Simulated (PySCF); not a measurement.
C$_{4}$H$_{13}$GeN: spin–spin coupling calculation

System: C$_{4}$H$_{13}$GeN, SMILES CC(C)(C)[NH][GeH3].
Method: BHandHLYP/3-21G indirect spin-spin coupling, non-relativistic, gas phase (PySCF 2.14.0).

Some settings of this run were made unusual or wrong on purpose. The geometry comes from this level: GFN2-xTB. Figures and captions count atoms from 1; the log counts them from 0 in places.

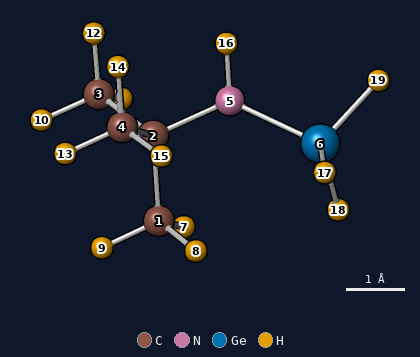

Figure 1. The structure (ball-and-stick view, seen at a tilt; atoms are numbered from 1 in the order of the input). Sticks mark near contacts. Bond lengths as drawn: C–C 1.52 to 1.53 Å, C–H 1.09 Å, C–N 1.46 Å, Ge–H 1.49 to 1.51 Å, Ge–N 1.80 Å and H–N 1.01 Å.

Input file:
```
{"job": {"kind": "j", "xc": "BHandHLYP", "basis": "3-21G", "scf": {"max_cycle": 98}}, "charge": 0, "multiplicity": 1}
C     -0.117978    -0.516787     1.413041
C     -0.477241    -0.142677    -0.020717
C     -1.465652    -1.167484    -0.588588
C     -1.111349     1.253402    -0.046478
N      0.732406    -0.184639    -0.830866
Ge     2.366521     0.410430    -0.350898
H      0.380931    -1.482946     1.426109
H      0.556105     0.229702     1.832725
H     -1.010765    -0.568861     2.030917
H     -2.369282    -1.200606     0.014663
H     -1.009542    -2.154327    -0.595457
H     -1.740351    -0.907319    -1.608982
H     -2.011607     1.278633     0.562686
H     -1.373263     1.532952    -1.065668
H     -0.404109     1.984788     0.342601
H      0.502236     0.001770    -1.798201
H      2.441953     1.831837     0.156249
H      2.914418    -0.485889     0.712979
H      3.186766     0.297271    -1.593579
```

The first line tells a small driver script what to run in PySCF; the rest is the geometry in Å.

Run as:
```bash
OMP_NUM_THREADS=1 python <driver script> task.json out
```

The program's output:
```
final grid: 138704 points
cycle   1  E = -2280.5947014729  dE = -1.315e+00  |g| = 3.791e-01  |ddm| = 3.743e+00
cycle   2  E = -2280.6091596539  dE = -1.446e-02  |g| = 3.205e-01  |ddm| = 7.370e-01
cycle   3  E = -2280.6321175778  dE = -2.296e-02  |g| = 5.292e-02  |ddm| = 3.781e-01
cycle   4  E = -2280.6326440126  dE = -5.264e-04  |g| = 1.999e-02  |ddm| = 6.598e-02
cycle   5  E = -2280.6327407274  dE = -9.671e-05  |g| = 1.758e-03  |ddm| = 2.247e-02
cycle   6  E = -2280.6327418240  dE = -1.097e-06  |g| = 3.565e-04  |ddm| = 3.647e-03
cycle   7  E = -2280.6327418949  dE = -7.087e-08  |g| = 1.000e-04  |ddm| = 1.173e-03
cycle   8  E = -2280.6327419002  dE = -5.331e-09  |g| = 4.822e-05  |ddm| = 3.061e-04
cycle   9  E = -2280.6327419012  dE = -9.286e-10  |g| = 6.969e-06  |ddm| = 1.169e-04
converged SCF energy = -2280.6327419012

Indirect spin-spin couplings (Hz)
  i      j    bonds     total        FC       PSO       DSO        SD
  0 C    1 C    1     37.040    37.096    -0.360     0.304         -
  0 C    2 C    2     -1.163    -1.108    -0.086     0.031         -
  0 C    3 C    2     -0.086    -0.017    -0.105     0.036         -
  0 C    4 N    2     -1.675    -1.723     0.067    -0.039     0.020
  0 C    6 H    1    108.079   106.063     1.012     1.005         -
  0 C    7 H    1    104.049   101.840     1.132     1.077         -
  0 C    8 H    1    106.616   104.597     1.077     0.942         -
  0 C    9 H    3      1.696     1.622    -0.023     0.097         -
  0 C   10 H    3      1.877     1.795    -0.024     0.105         -
  0 C   11 H    3      6.086     6.300     0.181    -0.395         -
  0 C   12 H    3      1.259     1.189    -0.031     0.101         -
  0 C   13 H    3      5.866     6.080     0.174    -0.388         -
  0 C   14 H    3      2.061     1.951    -0.030     0.141         -
  0 C   15 H    3      5.837     6.132     0.197    -0.492         -
  0 C   16 H    4      0.368     0.462    -0.015    -0.078         -
  0 C   17 H    4      0.769     0.525    -0.074     0.318         -
  0 C   18 H    4      0.271     0.897     0.065    -0.692         -
  1 C    2 C    1     37.689    37.764    -0.360     0.286         -
  1 C    3 C    1     35.488    35.564    -0.368     0.292         -
  1 C    4 N    1     -8.155    -7.780     0.160    -0.173    -0.362
  1 C    6 H    2     -4.770    -4.965     0.017     0.179         -
  1 C    7 H    2     -4.384    -4.602    -0.000     0.218         -
  1 C    8 H    2     -3.285    -3.436     0.029     0.121         -
  1 C    9 H    2     -2.938    -3.076     0.032     0.106         -
  1 C   10 H    2     -4.862    -5.015     0.023     0.130         -
  1 C   11 H    2     -4.499    -4.629     0.016     0.113         -
  1 C   12 H    2     -3.206    -3.365     0.046     0.114         -
  1 C   13 H    2     -4.400    -4.549     0.016     0.133         -
  1 C   14 H    2     -4.587    -4.781     0.010     0.184         -
  1 C   15 H    2     -1.612    -1.833     0.095     0.127         -
  1 C   16 H    3     -0.889    -0.735    -0.016    -0.138         -
  1 C   17 H    3     -0.715    -0.553    -0.011    -0.151         -
  1 C   18 H    3      3.885     4.485     0.047    -0.647         -
  2 C    3 C    2      0.972     1.055    -0.110     0.027         -
  2 C    4 N    2     -1.801    -1.906     0.103    -0.035     0.038
  2 C    6 H    3      1.849     1.782    -0.030     0.096         -
  2 C    7 H    3      6.276     6.475     0.177    -0.376         -
  2 C    8 H    3      1.745     1.685    -0.029     0.089         -
  2 C    9 H    1    103.753   101.762     1.110     0.880         -
  2 C   10 H    1    108.418   106.524     1.004     0.890         -
  2 C   11 H    1    105.393   103.383     1.109     0.901         -
  2 C   12 H    3      0.878     0.839    -0.027     0.066         -
  2 C   13 H    3      2.173     2.116    -0.026     0.084         -
  2 C   14 H    3      5.688     5.904     0.174    -0.390         -
  2 C   15 H    3      1.319     1.129    -0.019     0.209         -
  2 C   16 H    4      1.227     1.490     0.099    -0.362         -
  2 C   17 H    4     -0.352    -0.211     0.068    -0.209         -
  2 C   18 H    4     -0.471    -0.227     0.075    -0.319         -
  3 C    4 N    2      0.567     0.337     0.232    -0.033     0.031
  3 C    6 H    3      6.203     6.407     0.184    -0.388         -
  3 C    7 H    3      2.306     2.181    -0.042     0.167         -
  3 C    8 H    3      1.097     1.043    -0.021     0.074         -
  3 C    9 H    3      0.832     0.786    -0.024     0.071         -
  3 C   10 H    3      5.706     5.929     0.180    -0.403         -
  3 C   11 H    3      2.233     2.174    -0.031     0.090         -
  3 C   12 H    1    103.647   101.641     1.103     0.903         -
  3 C   13 H    1    106.014   103.973     1.109     0.932         -
  3 C   14 H    1    106.127   104.078     1.076     0.972         -
  3 C   15 H    3      0.265     0.126    -0.012     0.150         -
  3 C   18 H    4     -0.570    -0.191     0.062    -0.441         -
  4 N    6 H    3     -1.195    -1.062     0.007    -0.146     0.006
  4 N    7 H    3     -1.051    -0.917    -0.034    -0.108     0.008
  4 N    8 H    3     -5.182    -5.241    -0.051     0.114    -0.004
  4 N    9 H    3     -4.782    -4.864    -0.032     0.111     0.003
  4 N   10 H    3     -0.925    -0.856     0.052    -0.132     0.011
  4 N   11 H    3     -1.109    -1.001    -0.015    -0.110     0.017
  4 N   12 H    3     -2.205    -2.324     0.011     0.113    -0.006
  4 N   13 H    3     -0.547    -0.519     0.065    -0.108     0.015
  4 N   14 H    3     -0.510    -0.512     0.106    -0.113     0.009
  4 N   15 H    1    -55.715   -52.538    -2.445    -0.780     0.049
  4 N   16 H    2     -1.484    -1.776    -0.067     0.344     0.015
  4 N   17 H    2     -5.276    -5.511    -0.022     0.243     0.014
  4 N   18 H    2     -4.189    -4.396    -0.005     0.184     0.028
  6 H    7 H    2    -14.163   -13.573     0.843    -1.432         -
  6 H    8 H    2    -14.875   -13.880     0.887    -1.882         -
  6 H    9 H    4     -0.393    -0.206     0.130    -0.317         -
  6 H   10 H    4      0.857    -0.122    -0.688     1.666         -
  6 H   11 H    4     -0.830    -0.080     0.616    -1.367         -
  6 H   12 H    4     -0.600     0.152     0.636    -1.388         -
  6 H   13 H    4      1.694     2.624     0.823    -1.754         -
  6 H   14 H    4     -0.742    -0.055     0.614    -1.301         -
  6 H   15 H    4     -1.038    -0.007     0.648    -1.680         -
  6 H   16 H    5     -1.233     0.004     0.179    -1.415         -
  6 H   17 H    5      1.989     0.182    -0.547     2.354         -
  6 H   18 H    5     -2.013    -0.019     0.163    -2.156         -
  7 H    8 H    2    -14.741   -13.923     0.872    -1.690         -
  7 H    9 H    4     -0.565     0.110     0.598    -1.273         -
  7 H   10 H    4     -0.744    -0.047     0.628    -1.325         -
  7 H   11 H    4      1.802     2.705     0.807    -1.710         -
  7 H   12 H    4     -0.201    -0.184     0.057    -0.074         -
  7 H   13 H    4     -0.656     0.036     0.598    -1.289         -
  7 H   14 H    4      1.132    -0.144    -0.779     2.055         -
  7 H   15 H    4     -1.337    -0.088     0.722    -1.970         -
  7 H   16 H    5      1.165     0.118    -0.510     1.557         -
  7 H   17 H    5      2.192     0.494    -0.588     2.286         -
  7 H   18 H    5     -3.045     0.194     0.199    -3.438         -
  8 H    9 H    4      0.849    -0.009    -0.707     1.564         -
  8 H   10 H    4     -0.383    -0.194     0.103    -0.292         -
  8 H   11 H    4     -0.590     0.206     0.612    -1.408         -
  8 H   12 H    4      0.886     0.084    -0.657     1.459         -
  8 H   13 H    4     -0.700     0.080     0.615    -1.395         -
  8 H   14 H    4     -0.359    -0.193     0.144    -0.309         -
  8 H   15 H    4      1.675     2.771     0.878    -1.975         -
  8 H   16 H    5     -0.597    -0.039     0.305    -0.863         -
  8 H   17 H    5      0.205     0.387     0.336    -0.518         -
  8 H   18 H    5     -1.720     0.095     0.440    -2.255         -
  9 H   10 H    2    -14.827   -13.663     0.913    -2.077         -
  9 H   11 H    2    -14.847   -13.717     0.911    -2.041         -
  9 H   12 H    4      1.005     0.241    -0.657     1.421         -
  9 H   13 H    4     -0.407    -0.172     0.132    -0.366         -
  9 H   14 H    4     -0.598     0.152     0.616    -1.366         -
  9 H   15 H    4     -0.865    -0.173     0.645    -1.336         -
  9 H   16 H    5     -0.710     0.087     0.389    -1.186         -
  9 H   17 H    5     -0.693    -0.126     0.361    -0.928         -
  9 H   18 H    5     -0.703     0.379     0.398    -1.479         -
 10 H   11 H    2    -14.992   -13.916     0.904    -1.980         -
 10 H   12 H    4     -0.608     0.195     0.635    -1.437         -
 10 H   13 H    4     -0.774    -0.011     0.629    -1.392         -
 10 H   14 H    4      1.712     2.627     0.826    -1.742         -
 10 H   16 H    5     -1.353    -0.048     0.352    -1.657         -
 10 H   18 H    5     -0.661     0.068     0.139    -0.868         -
 11 H   12 H    4     -0.411    -0.178     0.117    -0.350         -
 11 H   13 H    4      0.778    -0.119    -0.689     1.586         -
 11 H   14 H    4     -0.732     0.002     0.609    -1.343         -
 11 H   15 H    4      1.288    -0.169    -0.832     2.289         -
 11 H   16 H    5     -0.972    -0.052     0.301    -1.222         -
 11 H   17 H    5     -0.950    -0.010     0.348    -1.289         -
 11 H   18 H    5     -0.529     0.046     0.161    -0.736         -
 12 H   13 H    2    -14.853   -13.774     0.902    -1.981         -
 12 H   14 H    2    -14.725   -13.739     0.891    -1.877         -
 12 H   15 H    4     -1.225    -0.516     0.626    -1.336         -
 12 H   16 H    5     -0.592    -0.421     0.257    -0.427         -
 12 H   17 H    5     -0.943    -0.061     0.377    -1.259         -
 12 H   18 H    5     -1.249     0.159     0.408    -1.816         -
 13 H   14 H    2    -14.515   -13.633     0.878    -1.760         -
 13 H   15 H    4      1.124    -0.174    -0.766     2.063         -
 13 H   17 H    5     -1.554    -0.021     0.380    -1.914         -
 13 H   18 H    5     -0.793     0.071     0.126    -0.989         -
 14 H   15 H    4     -0.268    -0.167     0.105    -0.206         -
 14 H   16 H    5      1.779    -0.128    -0.650     2.557         -
 14 H   17 H    5     -1.199    -0.031     0.045    -1.212         -
 14 H   18 H    5     -1.779    -0.009     0.094    -1.865         -
 15 H   16 H    3     -4.199    -1.882     0.271    -2.588         -
 15 H   17 H    3      2.380     6.150     0.573    -4.343         -
 15 H   18 H    3      2.080     1.700    -0.267     0.646         -
 16 H   17 H    2     10.668    14.674     0.131    -4.138         -
 16 H   18 H    2      5.136     9.368     0.172    -4.404         -
 17 H   18 H    2     -0.429     4.134     0.184    -4.747         -
```

Outcome:

| quantity | value |
| --- | --- |
| outcome | converged |
| total energy | −2280.632742 hartree |
| HOMO | −7.28 eV |
| LUMO | 2.45 eV |
| dipole moment | 0.98 D |
| hardware | 1 CPU thread, shared host |
| wall time | 18 s |
| peak memory | 0.77 GiB |

What went wrong:

Some settings of this run were drawn to be unusual or wrong. It converged; results that depend on the unusual settings are not reference values. Spin–orbit coupling is left out, which matters for the heavy atoms.
